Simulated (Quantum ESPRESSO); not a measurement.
# The states of the two spins in FeP

Wanted: the exchange-split electronic structure of FeP.

Calculated with Quantum ESPRESSO 7.5; PBEsol; plane waves with GBRV 1.5 PBEsol potentials, no spin-orbit coupling.

### Step 1. The structure

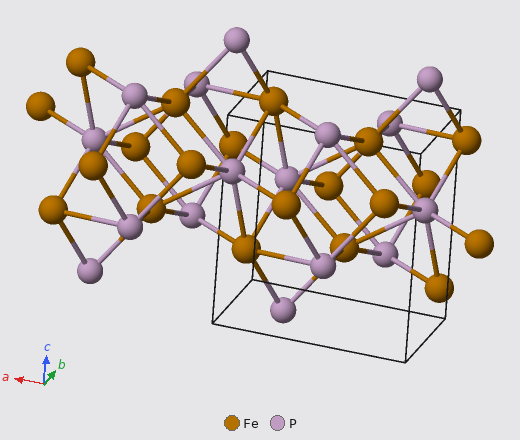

Start, viewed from a free direction; iron orange, phosphorus pink. 2×2×1 cells are drawn. Some periodic images of atoms are drawn too.

The cell comes from the Crystallography Open Database.

### Step 2. Ground-state run

This state came out lowest in a comparison of starts that is told elsewhere.

pw.in reads:

```
&CONTROL
  calculation = 'scf'
  prefix = 'pwscf'
  outdir = './tmp'
  pseudo_dir = './pseudo'
  disk_io = 'low'
/
&SYSTEM
  ibrav = 0
  celldm(1) = 8
  nat = 8
  ntyp = 3
  ecutwfc = 40
  ecutrho = 280
  nbnd = 59
  occupations = 'smearing'
  smearing = 'fd'
  degauss = 0.00734986
  nspin = 2
  starting_magnetization(1) = 0.175
  starting_magnetization(2) = -0.175
  starting_magnetization(3) = 0
/
&ELECTRONS
  conv_thr = 1.6d-08
  electron_maxstep = 150
  mixing_beta = 0.3
/
ATOMIC_SPECIES
Fe1    55.8450 fe_pbesol_v1.5.uspp.F.UPF
Fe2    55.8450 fe_pbesol_v1.5.uspp.F.UPF
P      30.9738 p_pbesol_v1.5.uspp.F.UPF
CELL_PARAMETERS alat
   1.2252511760542    0.0000000000000    0.0000000000000
   0.0000000000000    0.7306153629334    0.0000000000000
   0.0000000000000    0.0000000000000    1.3683979299946
ATOMIC_POSITIONS crystal
Fe1     0.9950000000    0.7500000000    0.2000000000
Fe2     0.0050000000    0.2500000000    0.8000000000
Fe1     0.5050000000    0.2500000000    0.7000000000
Fe2     0.4950000000    0.7500000000    0.3000000000
P       0.8100000000    0.7500000000    0.5700000000
P       0.1900000000    0.2500000000    0.4300000000
P       0.6900000000    0.2500000000    0.0700000000
P       0.3100000000    0.7500000000    0.9300000000
K_POINTS automatic
8 8 8 0 0 0
```

Launch:

```console
OMP_NUM_THREADS=1 mpirun -n 4 pw.x -nk 4 -in pw.in > pw.out
```

Log:

```text
Program PWSCF v.7.5 starts

     Message from routine setup:
     using ibrav=0 with symmetry is DISCOURAGED, use correct ibrav instead

     K-points division:     npool     =       4
     Subspace diagonalization in iterative solution of the eigenvalue problem:

     bravais-lattice index     =            0
     lattice parameter (alat)  =       8.0000  a.u.
     unit-cell volume          =     627.1859 (a.u.)^3
     number of atoms/cell      =            8
     number of atomic types    =            3
     number of electrons       =        84.00
     number of Kohn-Sham states=           59
     kinetic-energy cutoff     =      40.0000  Ry
     charge density cutoff     =     280.0000  Ry
     scf convergence threshold =      1.6E-08
     mixing beta               =       0.3000
     number of iterations used =            8  plain     mixing
     Exchange-correlation= SLA  PW   PSX  PSC
                           (   1   4  10   8   0   0   0)

     celldm(1)=   8.000000  celldm(2)=   0.000000  celldm(3)=   0.000000
     celldm(4)=   0.000000  celldm(5)=   0.000000  celldm(6)=   0.000000

     crystal axes: (cart. coord. in units of alat)
               a(1) = (   1.225251   0.000000   0.000000 )
               a(2) = (   0.000000   0.730615   0.000000 )
               a(3) = (   0.000000   0.000000   1.368398 )

     reciprocal axes: (cart. coord. in units 2 pi/alat)
               b(1) = (  0.816159  0.000000  0.000000 )
               b(2) = (  0.000000  1.368709  0.000000 )
               b(3) = (  0.000000  0.000000  0.730782 )

     PseudoPot. # 1 for Fe read from file:
     fe_pbesol_v1.5.uspp.F.UPF
     Pseudo is Ultrasoft + core correction, Zval = 16.0

     PseudoPot. # 2 for Fe read from file:
     fe_pbesol_v1.5.uspp.F.UPF
     Pseudo is Ultrasoft + core correction, Zval = 16.0

     PseudoPot. # 3 for P  read from file:
     p_pbesol_v1.5.uspp.F.UPF
     Pseudo is Ultrasoft + core correction, Zval =  5.0

     atomic species   valence    mass     pseudopotential
     Fe1              16.00    55.84500     Fe( 1.00)
     Fe2              16.00    55.84500     Fe( 1.00)
     P                 5.00    30.97380     P ( 1.00)

     Starting magnetic structure
     atomic species   magnetization
     Fe1             0.175
     Fe2            -0.175
     P               0.000

      4 Sym. Ops. (no inversion) found ( 3 have fractional translation)

   Cartesian axes

     site n.     atom                  positions (alat units)
         1        Fe1    tau(   1) = (   1.2191249   0.5479615   0.2736796  )
         2        Fe2    tau(   2) = (   0.0061263   0.1826538   1.0947183  )
         3        Fe1    tau(   3) = (   0.6187518   0.1826538   0.9578786  )
         4        Fe2    tau(   4) = (   0.6064993   0.5479615   0.4105194  )
         5        P      tau(   5) = (   0.9924535   0.5479615   0.7799868  )
         6        P      tau(   6) = (   0.2327977   0.1826538   0.5884111  )
         7        P      tau(   7) = (   0.8454233   0.1826538   0.0957879  )
         8        P      tau(   8) = (   0.3798279   0.5479615   1.2726101  )

     number of k points=   125  Fermi-Dirac smearing, width (Ry)=  0.0073

     Number of k-points >= 100: set verbosity='high' to print them.

     Dense  grid:    49609 G-vectors     FFT dimensions: (  54,  32,  60)

     Smooth grid:    21437 G-vectors     FFT dimensions: (  40,  24,  48)

     Check: negative core charge=   -0.000036
     Generating pointlists ...
     new r_m :   0.2204 (alat units)  1.7632 (a.u.) for type    1
     new r_m :   0.2204 (alat units)  1.7632 (a.u.) for type    2
     new r_m :   0.2204 (alat units)  1.7632 (a.u.) for type    3

     Initial potential from superposition of free atoms

     starting charge      79.9994, renormalised to      84.0000
     Starting wfcs are   68 randomized atomic wfcs

     Self-consistent Calculation

     iteration #  1     ecut=    40.00 Ry     beta= 0.30
     Davidson diagonalization with overlap
     ethr =  1.00E-02,  avg # of iterations =  4.9

     total energy              =   -1061.01496259 Ry
     estimated scf accuracy    <       6.89850255 Ry

     total magnetization       =    -0.00 Bohr mag/cell
     absolute magnetization    =     7.36 Bohr mag/cell

     iteration #  2     ecut=    40.00 Ry     beta= 0.30
     Davidson diagonalization with overlap
     ethr =  8.21E-03,  avg # of iterations =  2.2

     total energy              =   -1062.30604898 Ry
     estimated scf accuracy    <       6.87908681 Ry

     total magnetization       =     0.00 Bohr mag/cell
     absolute magnetization    =     5.01 Bohr mag/cell

     [... further iterations left out ...]

     iteration # 15     ecut=    40.00 Ry     beta= 0.30
     Davidson diagonalization with overlap
     ethr =  8.02E-10,  avg # of iterations =  2.2

     total energy              =   -1063.13074274 Ry
     estimated scf accuracy    <       0.00000005 Ry

     total magnetization       =     0.00 Bohr mag/cell
     absolute magnetization    =     3.05 Bohr mag/cell

     iteration # 16     ecut=    40.00 Ry     beta= 0.30
     Davidson diagonalization with overlap
     ethr =  6.47E-11,  avg # of iterations =  2.5

     Magnetic moment per site  (integrated on atomic sphere of radius R)
     atom   1 (R=0.220)  charge= 14.0798  magn=  0.6859
     atom   2 (R=0.220)  charge= 14.0798  magn= -0.6858
     atom   3 (R=0.220)  charge= 14.0798  magn=  0.6859
     atom   4 (R=0.220)  charge= 14.0798  magn= -0.6858
     atom   5 (R=0.220)  charge=  2.6262  magn=  0.0008
     atom   6 (R=0.220)  charge=  2.6263  magn= -0.0008
     atom   7 (R=0.220)  charge=  2.6262  magn=  0.0008
     atom   8 (R=0.220)  charge=  2.6263  magn= -0.0008

     End of self-consistent calculation

     Number of k-points >= 100: set verbosity='high' to print the bands.

     the Fermi energy is    15.9335 ev

!    total energy              =   -1063.13074280 Ry
     estimated scf accuracy    <       0.00000001 Ry
     smearing contrib. (-TS)   =      -0.00843167 Ry
     internal energy E=F+TS    =   -1063.12231113 Ry

     The total energy is F=E-TS. E is the sum of the following terms:
     one-electron contribution =    -593.08937412 Ry
     hartree contribution      =     345.06413946 Ry
     xc contribution           =    -139.88502086 Ry
     ewald contribution        =    -675.21205561 Ry

     total magnetization       =     0.00 Bohr mag/cell
     absolute magnetization    =     3.04 Bohr mag/cell

     convergence has been achieved in  16 iterations

=------------------------------------------------------------------------------=
   JOB DONE.
=------------------------------------------------------------------------------=
```

Elapsed: 3.5 min, on 4 MPI ranks of Intel Xeon Platinum 8488C (Sapphire Rapids), shared host; peak memory 1.1 GiB.

Spin moment in the atom's sphere by atom:

| atom | spin moment in the atom's sphere (μB) |
| --- | --- |
| Fe1 | 0.686 |
| Fe2 | -0.686 |
| Fe3 | 0.686 |
| Fe4 | -0.686 |
| P5 | 0.001 |
| P6 | -0.001 |
| P7 | 0.001 |
| P8 | -0.001 |

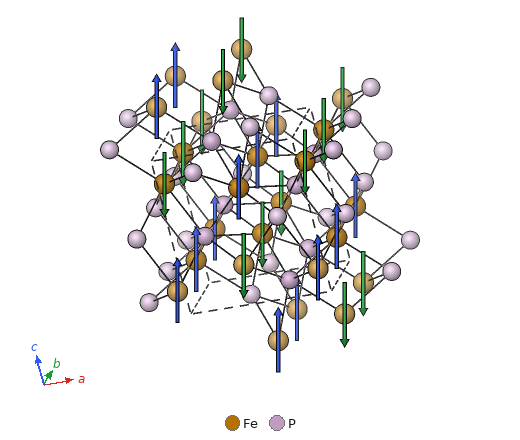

Spin moment in the atom's sphere as arrows, the longest 0.686 μB. Up and down stand for the sign. Arrows give size and sign along the axis of quantisation, drawn up and down the page. The two directions have two colours. 1×2×1 cells are drawn. Some periodic images of atoms are drawn too.

This step gave:

```yaml
smearing_term_ts: 0.1147 eV
magnetization: 0 μB
absolute_magnetization: 3.044 μB
final_state: antiferromagnetic
```

### Step 3. Post-processing

projwfc.in reads:

```
&PROJWFC
  prefix = 'pwscf'
  outdir = './tmp'
  filpdos = 'pdos'
  ngauss = 0
  degauss = 0.01
  DeltaE = 0.05
  Emin = 6.93
  Emax = 20.93
/
```

Launch:

```console
OMP_NUM_THREADS=1 mpirun -n 4 projwfc.x -nk 4 -in projwfc.in > projwfc.out
```

Log:

```text
[banner, memory and clock lines left out]
Program PROJWFC v.7.5 starts

     [... lines left out ...]
     IMPORTANT: XC functional enforced from input :
     Exchange-correlation= PBESOL
                           (   1   4  10   8   0   0   0)
     Any further DFT definition will be discarded
     Please, verify this is what you really want

     G-vector sticks info

     Check: negative core charge=   -0.000036

     Gaussian broadening (read from input): ngauss,degauss=   0    0.010000

     Calling projwave ....

  Problem Sizes
  natomwfc =           68
  nbnd     =           59
  nkstot   =          250
  npwx     =         2720
  nkb      =          144

     Atomic states used for projection
     (read from pseudopotential files):

     state #   1: atom   1 (Fe1), wfc  1 (l=0 m= 1)
     state #   2: atom   1 (Fe1), wfc  2 (l=1 m= 1)
     state #   3: atom   1 (Fe1), wfc  2 (l=1 m= 2)
     state #   4: atom   1 (Fe1), wfc  2 (l=1 m= 3)
     state #   5: atom   1 (Fe1), wfc  3 (l=2 m= 1)
     state #   6: atom   1 (Fe1), wfc  3 (l=2 m= 2)
     state #   7: atom   1 (Fe1), wfc  3 (l=2 m= 3)
     state #   8: atom   1 (Fe1), wfc  3 (l=2 m= 4)
     state #   9: atom   1 (Fe1), wfc  3 (l=2 m= 5)
     state #  10: atom   1 (Fe1), wfc  4 (l=0 m= 1)
     state #  11: atom   1 (Fe1), wfc  5 (l=1 m= 1)
     state #  12: atom   1 (Fe1), wfc  5 (l=1 m= 2)
     state #  13: atom   1 (Fe1), wfc  5 (l=1 m= 3)
     state #  14: atom   2 (Fe2), wfc  1 (l=0 m= 1)
     state #  15: atom   2 (Fe2), wfc  2 (l=1 m= 1)
     state #  16: atom   2 (Fe2), wfc  2 (l=1 m= 2)
     state #  17: atom   2 (Fe2), wfc  2 (l=1 m= 3)
     state #  18: atom   2 (Fe2), wfc  3 (l=2 m= 1)
     state #  19: atom   2 (Fe2), wfc  3 (l=2 m= 2)
     state #  20: atom   2 (Fe2), wfc  3 (l=2 m= 3)
     state #  21: atom   2 (Fe2), wfc  3 (l=2 m= 4)
     state #  22: atom   2 (Fe2), wfc  3 (l=2 m= 5)
     state #  23: atom   2 (Fe2), wfc  4 (l=0 m= 1)
     state #  24: atom   2 (Fe2), wfc  5 (l=1 m= 1)
[...]
state #  37: atom   3 (Fe1), wfc  5 (l=1 m= 1)
     state #  38: atom   3 (Fe1), wfc  5 (l=1 m= 2)
     state #  39: atom   3 (Fe1), wfc  5 (l=1 m= 3)
     state #  40: atom   4 (Fe2), wfc  1 (l=0 m= 1)
     state #  41: atom   4 (Fe2), wfc  2 (l=1 m= 1)
     state #  42: atom   4 (Fe2), wfc  2 (l=1 m= 2)
     state #  43: atom   4 (Fe2), wfc  2 (l=1 m= 3)
     state #  44: atom   4 (Fe2), wfc  3 (l=2 m= 1)
     state #  45: atom   4 (Fe2), wfc  3 (l=2 m= 2)
     state #  46: atom   4 (Fe2), wfc  3 (l=2 m= 3)
     state #  47: atom   4 (Fe2), wfc  3 (l=2 m= 4)
     state #  48: atom   4 (Fe2), wfc  3 (l=2 m= 5)
     state #  49: atom   4 (Fe2), wfc  4 (l=0 m= 1)
     state #  50: atom   4 (Fe2), wfc  5 (l=1 m= 1)
     state #  51: atom   4 (Fe2), wfc  5 (l=1 m= 2)
     state #  52: atom   4 (Fe2), wfc  5 (l=1 m= 3)
     state #  53: atom   5 (P  ), wfc  1 (l=0 m= 1)
     state #  54: atom   5 (P  ), wfc  2 (l=1 m= 1)
     state #  55: atom   5 (P  ), wfc  2 (l=1 m= 2)
     state #  56: atom   5 (P  ), wfc  2 (l=1 m= 3)
     state #  57: atom   6 (P  ), wfc  1 (l=0 m= 1)
     state #  58: atom   6 (P  ), wfc  2 (l=1 m= 1)
     state #  59: atom   6 (P  ), wfc  2 (l=1 m= 2)
     state #  60: atom   6 (P  ), wfc  2 (l=1 m= 3)
     state #  61: atom   7 (P  ), wfc  1 (l=0 m= 1)
     state #  62: atom   7 (P  ), wfc  2 (l=1 m= 1)
     state #  63: atom   7 (P  ), wfc  2 (l=1 m= 2)
     state #  64: atom   7 (P  ), wfc  2 (l=1 m= 3)
     state #  65: atom   8 (P  ), wfc  1 (l=0 m= 1)
     state #  66: atom   8 (P  ), wfc  2 (l=1 m= 1)
     state #  67: atom   8 (P  ), wfc  2 (l=1 m= 2)
     state #  68: atom   8 (P  ), wfc  2 (l=1 m= 3)

 [... projections of the bands left out ...]

Lowdin Charges:

     Atom #   1: total charge =  16.6148, s =  2.4263, p =  7.4764, d =  6.7122,
                 spin up      =   8.6795, s =  1.2190,
                 spin up      =   8.6795, p =  3.7448, pz=  1.2594, px=  1.2550, py=  1.2304,
                 spin up      =   8.6795, d =  3.7157, dz2=  0.7575, dxz=  0.7464, dyz=  0.6976, dx2-y2=  0.7493, dxy=  0.7649,
                 spin down    =   7.9353, s =  1.2072,
                 spin down    =   7.9353, p =  3.7315, pz=  1.2550, px=  1.2479, py=  1.2286,
                 spin down    =   7.9353, d =  2.9965, dz2=  0.5752, dxz=  0.6786, dyz=  0.6148, dx2-y2=  0.4352, dxy=  0.6926,
                 polarization =   0.7443, s =  0.0118, p =  0.0133, d =  0.7192,
     Atom #   2: total charge =  16.6148, s =  2.4262, p =  7.4763, d =  6.7122,
                 spin up      =   7.9353, s =  1.2072,
                 spin up      =   7.9353, p =  3.7315, pz=  1.2550, px=  1.2479, py=  1.2286,
                 spin up      =   7.9353, d =  2.9966, dz2=  0.5752, dxz=  0.6787, dyz=  0.6148, dx2-y2=  0.4352, dxy=  0.6926,
                 spin down    =   8.6795, s =  1.2190,
                 spin down    =   8.6795, p =  3.7448, pz=  1.2594, px=  1.2550, py=  1.2304,
                 spin down    =   8.6795, d =  3.7156, dz2=  0.7575, dxz=  0.7464, dyz=  0.6976, dx2-y2=  0.7493, dxy=  0.7649,
                 polarization =  -0.7441, s = -0.0118, p = -0.0133, d = -0.7191,
     Atom #   3: total charge =  16.6148, s =  2.4263, p =  7.4764, d =  6.7122,
                 spin up      =   8.6795, s =  1.2190,
                 spin up      =   8.6795, p =  3.7448, pz=  1.2594, px=  1.2550, py=  1.2304,
                 spin up      =   8.6795, d =  3.7157, dz2=  0.7575, dxz=  0.7464, dyz=  0.6976, dx2-y2=  0.7493, dxy=  0.7649,
                 spin down    =   7.9353, s =  1.2072,
                 spin down    =   7.9353, p =  3.7315, pz=  1.2550, px=  1.2479, py=  1.2286,
                 spin down    =   7.9353, d =  2.9965, dz2=  0.5752, dxz=  0.6786, dyz=  0.6148, dx2-y2=  0.4352, dxy=  0.6926,
                 polarization =   0.7443, s =  0.0118, p =  0.0133, d =  0.7192,
     Atom #   4: total charge =  16.6148, s =  2.4262, p =  7.4763, d =  6.7122,
                 spin up      =   7.9353, s =  1.2072,
                 spin up      =   7.9353, p =  3.7315, pz=  1.2550, px=  1.2479, py=  1.2286,
                 spin up      =   7.9353, d =  2.9966, dz2=  0.5752, dxz=  0.6787, dyz=  0.6148, dx2-y2=  0.4352, dxy=  0.6926,
                 spin down    =   8.6795, s =  1.2190,
                 spin down    =   8.6795, p =  3.7448, pz=  1.2594, px=  1.2550, py=  1.2304,
                 spin down    =   8.6795, d =  3.7156, dz2=  0.7575, dxz=  0.7464, dyz=  0.6976, dx2-y2=  0.7493, dxy=  0.7649,
                 polarization =  -0.7441, s = -0.0118, p = -0.0133, d = -0.7191,
     Atom #   5: total charge =   4.1479, s =  1.1855, p =  2.9624, d =  0.0000,
                 spin up      =   2.0746, s =  0.5937,
                 spin up      =   2.0746, p =  1.4809, pz=  0.5053, px=  0.4911, py=  0.4845,
                 spin up      =   2.0746, d =  0.0000, dz2=  0.0000, dxz=  0.0000, dyz=  0.0000, dx2-y2=  0.0000, dxy=  0.0000,
                 spin down    =   2.0733, s =  0.5918,
                 spin down    =   2.0733, p =  1.4815, pz=  0.5036, px=  0.4889, py=  0.4890,
                 spin down    =   2.0733, d =  0.0000, dz2=  0.0000, dxz=  0.0000, dyz=  0.0000, dx2-y2=  0.0000, dxy=  0.0000,
                 polarization =   0.0013, s =  0.0019, p = -0.0006, d =  0.0000,
     Atom #   6: total charge =   4.1479, s =  1.1855, p =  2.9624, d =  0.0000,
                 spin up      =   2.0733, s =  0.5918,
                 spin up      =   2.0733, p =  1.4815, pz=  0.5036, px=  0.4889, py=  0.4890,
                 spin up      =   2.0733, d =  0.0000, dz2=  0.0000, dxz=  0.0000, dyz=  0.0000, dx2-y2=  0.0000, dxy=  0.0000,
                 spin down    =   2.0746, s =  0.5937,
                 spin down    =   2.0746, p =  1.4809, pz=  0.5053, px=  0.4911, py=  0.4845,
                 spin down    =   2.0746, d =  0.0000, dz2=  0.0000, dxz=  0.0000, dyz=  0.0000, dx2-y2=  0.0000, dxy=  0.0000,
                 polarization =  -0.0014, s = -0.0019, p =  0.0006, d =  0.0000,
     Atom #   7: total charge =   4.1479, s =  1.1855, p =  2.9624, d =  0.0000,
                 spin up      =   2.0746, s =  0.5937,
                 spin up      =   2.0746, p =  1.4809, pz=  0.5053, px=  0.4911, py=  0.4845,
                 spin up      =   2.0746, d =  0.0000, dz2=  0.0000, dxz=  0.0000, dyz=  0.0000, dx2-y2=  0.0000, dxy=  0.0000,
                 spin down    =   2.0733, s =  0.5918,
                 spin down    =   2.0733, p =  1.4815, pz=  0.5036, px=  0.4889, py=  0.4890,
                 spin down    =   2.0733, d =  0.0000, dz2=  0.0000, dxz=  0.0000, dyz=  0.0000, dx2-y2=  0.0000, dxy=  0.0000,
                 polarization =   0.0013, s =  0.0019, p = -0.0006, d =  0.0000,
     Atom #   8: total charge =   4.1479, s =  1.1855, p =  2.9624, d =  0.0000,
                 spin up      =   2.0733, s =  0.5918,
                 spin up      =   2.0733, p =  1.4815, pz=  0.5036, px=  0.4889, py=  0.4890,
                 spin up      =   2.0733, d =  0.0000, dz2=  0.0000, dxz=  0.0000, dyz=  0.0000, dx2-y2=  0.0000, dxy=  0.0000,
                 spin down    =   2.0746, s =  0.5937,
                 spin down    =   2.0746, p =  1.4809, pz=  0.5053, px=  0.4911, py=  0.4845,
                 spin down    =   2.0746, d =  0.0000, dz2=  0.0000, dxz=  0.0000, dyz=  0.0000, dx2-y2=  0.0000, dxy=  0.0000,
                 polarization =  -0.0014, s = -0.0019, p =  0.0006, d =  0.0000,
     Spilling Parameter:   0.0113
```

It took 6.5 s on 4 MPI ranks; peak memory 0.46 GiB; 27 s of CPU time.

The density of states has structure finer than the step of the table below, so its rows give means over 1 eV, whole bins alone (the curve runs from -9.00 to 5.05 eV). Peaks (eV: height): up -3.2: 5.77, -1.8: 4.41, -0.6: 6.83, 2.1: 2.88; down -3.2: 5.77, -1.8: 4.41, -0.6: 6.83, 2.1: 2.88; Fe1 d up -3.2: 0.854, -1.8: 1.07, -0.7: 1.49, 1.1: 0.459; Fe1 d down -3.2: 0.64, -1.7: 0.805, -0.6: 1.65, 0.3: 1.07; Fe2 d up -3.2: 0.64, -1.7: 0.805, -0.6: 1.65, 0.3: 1.07.

Gaussian broadening of 0.136 eV on the SCF mesh. Density of states against energy, zero at the Fermi level; means over each step; 7 of 8 lines; values in states/eV/cell:

| energy (eV) | up | down | Fe1 d up | Fe1 d down | Fe2 d up | Fe2 d down | P5 p up |
| --- | --- | --- | --- | --- | --- | --- | --- |
| -8 | 0.0895 | 0.0895 | 0.00266 | 0.00226 | 0.00226 | 0.00266 | 0.0136 |
| -7 | 1.45 | 1.45 | 0.0499 | 0.0409 | 0.0409 | 0.0499 | 0.217 |
| -6 | 1.68 | 1.68 | 0.0928 | 0.0713 | 0.0713 | 0.0928 | 0.230 |
| -5 | 1.68 | 1.68 | 0.132 | 0.0919 | 0.0919 | 0.132 | 0.205 |
| -4 | 3.13 | 3.13 | 0.409 | 0.258 | 0.258 | 0.409 | 0.326 |
| -3 | 3.98 | 3.98 | 0.638 | 0.477 | 0.477 | 0.638 | 0.273 |
| -2 | 3.69 | 3.69 | 0.918 | 0.599 | 0.599 | 0.918 | 0.0633 |
| -1 | 4.51 | 4.51 | 1.05 | 0.978 | 0.978 | 1.05 | 0.0309 |
| 0 | 2.74 | 2.74 | 0.456 | 0.767 | 0.767 | 0.456 | 0.0318 |
| 1 | 2.43 | 2.43 | 0.370 | 0.544 | 0.544 | 0.370 | 0.0821 |
| 2 | 2.31 | 2.31 | 0.274 | 0.368 | 0.367 | 0.274 | 0.160 |
| 3 | 2.30 | 2.30 | 0.198 | 0.276 | 0.276 | 0.198 | 0.230 |
| 4 | 1.89 | 1.89 | 0.128 | 0.186 | 0.186 | 0.128 | 0.228 |

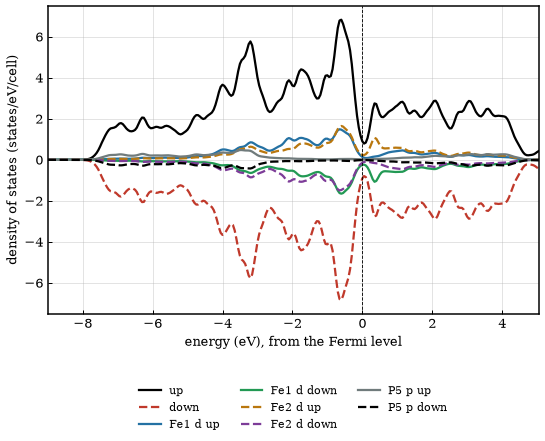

Density of states against energy. Down spins are drawn negative.

### Step 4. Outcome

```yaml
state: antiferromagnetic
largest_moment_in_a_sphere: 0.686 μB
```

**Reading.** The most distinct maxima of the density of states (up) lie at -3.20, -1.75, -0.60, 2.10 and 3.05 eV, the highest at -0.603 eV. These are Kohn–Sham states without spin–orbit coupling, on the mesh of the self-consistent run. The moments are opposed on like sites, so the totals of the two spins are equal and the projections on single atoms show the splitting. Energies are free energies at an electronic temperature of 1160 K, which lowers moments and differences where the moments are itinerant.

[Logs and program files are shortened in this print: banners, set-up blocks, solver, clock and traceback lines can be left out without a mark of their own.]

[Logs are printed without paths, hosts, clocks, repeated set-up lines and the standing remarks that a program may print on its own settings, such as how far it seeks lower states.]

[Hosts, paths, dates, database ids (printed as entryN), source tags and the programs' standing remarks are cut or masked in the printed files.]

[Where a cell is said to come from a database of computed structures, the database is the Materials Project.]
